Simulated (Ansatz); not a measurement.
**Si2N2H8: up Jacob's ladder to CCSD(T)**

How much do the methods differ for Si2N2H8? The plan is to run it at one geometry with functionals of several rungs and with coupled cluster, and see how far each lands from CCSD(T) at the basis-set limit for the atomisation energy.

Computed with Ansatz 0.2.0, Gaussian basis. Level: functionals in def2-TZVPP, the program's frozen cores in correlated methods.

Levels to be run: LDA (SPW92), PBE-D4, revPBE-D4, BLYP-D4, r2SCAN-D4, B97M-V, PBE0-D4, B3LYP-D4, r2SCANh-D4, r2SCAN0-D4, HSE06-D4, BHLYP-D4, CAM-B3LYP-D4, LC-ωPBE, ωB97X-V, ωB97M-V, B2PLYP, PBE-QIDH; CCSD(T)/def2-SVP; CCSD(T)/def2-TZVPP; MP2/def2-QZVPP; extrapolation to the limit; RPA on PBE.

**1. Structure used throughout**

An earlier PBE0-D4 in a triple-zeta def2 set relaxation fixed the geometry.

SMILES `NN([SiH3])[SiH3]`, 12 atoms, charge 0, spin multiplicity 1.

Atoms are counted from 1 here; the program's logs count them from 0.

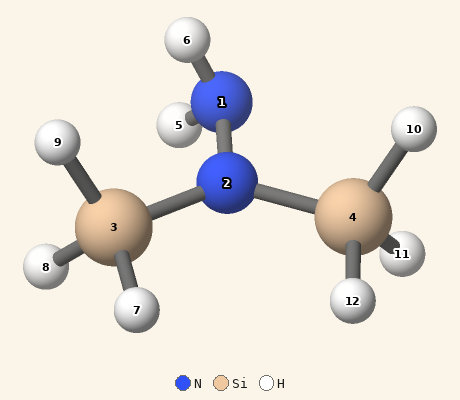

The geometry (nitrogen blue, silicon light orange, hydrogen white); atoms are numbered from 1 in the order of the file.

**2. LDA**

This LDA is Slater exchange with PW92 correlation.

in.yaml

```yaml
crystal:
  periodic: [false, false, false]
  atoms:
    - {symbol: N, position_ang: [-1.105944, 0.953020, -0.619598]}
    - {symbol: N, position_ang: [-0.090427, 0.087743, -0.097703]}
    - {symbol: Si, position_ang: [-0.113442, -0.243578, 1.596675]}
    - {symbol: Si, position_ang: [0.958898, -0.433904, -1.369866]}
    - {symbol: H, position_ang: [-2.022964, 0.559127, -0.436034]}
    - {symbol: H, position_ang: [-1.051942, 1.860330, -0.168304]}
    - {symbol: H, position_ang: [1.013648, -1.151131, 1.923352]}
    - {symbol: H, position_ang: [-1.410192, -0.871433, 1.981565]}
    - {symbol: H, position_ang: [0.003040, 1.025230, 2.371559]}
    - {symbol: H, position_ang: [1.633793, 0.721392, -2.018370]}
    - {symbol: H, position_ang: [0.208445, -1.182900, -2.412182]}
    - {symbol: H, position_ang: [1.977088, -1.323896, -0.751104]}
basis:
  gaussian: {orbitals: def2-TZVPP}
hamiltonian: {xc: lda}
output: {orbitals: {seedname: orbitals}}
```

The run is started by

```bash
> ansatz run in.yaml --threads 4 --pin off --events-out ev --progress --plain --max-ram 10444MiB
```

Further steps of the session: PBE-D4 (GGA); revPBE-D4 (GGA); BLYP-D4 (GGA); r2SCAN-D4 (meta-GGA); B97M-V (meta-GGA); B3LYP-D4 (hybrid); r2SCANh-D4 (hybrid); r2SCAN0-D4 (hybrid); HSE06-D4 (hybrid); BHLYP-D4 (hybrid); CAM-B3LYP-D4 (range-separated); LC-ωPBE (range-separated); ωB97X-V (range-separated); ωB97M-V (range-separated); B2PLYP (double hybrid); PBE-QIDH (double hybrid); CCSD(T) in def2-SVP; CCSD(T) in def2-TZVPP; MP2 in def2-QZVPP; RPA on PBE orbitals.

Before running them: what should the planned runs give, taken together? Wanted: atomisation energy, CCSD(T)/CBS; farthest beyond LDA; mean size of error, GGA; mean size of error, meta-GGA; mean size of error, hybrid; mean size of error, range-separated; mean size of error, double hybrid; gap, smallest and largest; T1 diagnostic.

**Answer**, as computed:

| quantity | value |
| --- | --- |
| atomisation energy, CCSD(T)/CBS | 883.1 kcal/mol |
| functionals within 4.4 kcal/mol (0.5 %) | PBE-D4, BLYP-D4, B97M-V, B3LYP-D4, ωB97M-V |
| farthest beyond LDA | r2SCAN0-D4 (-19.4 kcal/mol) |
| mean size of error, GGA | 5.8 kcal/mol |
| mean size of error, meta-GGA | 4.6 kcal/mol |
| mean size of error, hybrid | 12.6 kcal/mol |
| mean size of error, range-separated | 7.7 kcal/mol |
| mean size of error, double hybrid | 15.1 kcal/mol |
| gap, smallest and largest | 4.95 eV (LDA (SPW92)), 12.18 eV (LC-ωPBE) |
| T1 diagnostic | 0.0110 |
| triples share of the correlation energy | 3.5 % |

What this shows: LDA overbinds by 112.0 kcal/mol (13 %). PBE-D4 is off by +1.0 kcal/mol. Double hybrids carry the basis error of their MP2 part in triple zeta, and no dispersion term here, so their miss is partly the set-up's. By mean error the best rung here is meta-GGA (4.6 kcal/mol) and the worst beyond LDA is double hybrid (15.1 kcal/mol). The gap between the best rungs is small, so their order is not settled. Misses under about 4.4 kcal/mol are within the doubt on the reference itself, which lacks core-valence correlation, relativity and higher excitations. Hartree-Fock recovers 70 % of the binding; the rest is correlation. CCSD(T) in def2-SVP is off by -70.6 kcal/mol, more than most functionals: a good method in a small basis is no reference. The gap grows from 5.0 to 12.2 eV across the functionals, mostly with the share of exact exchange.
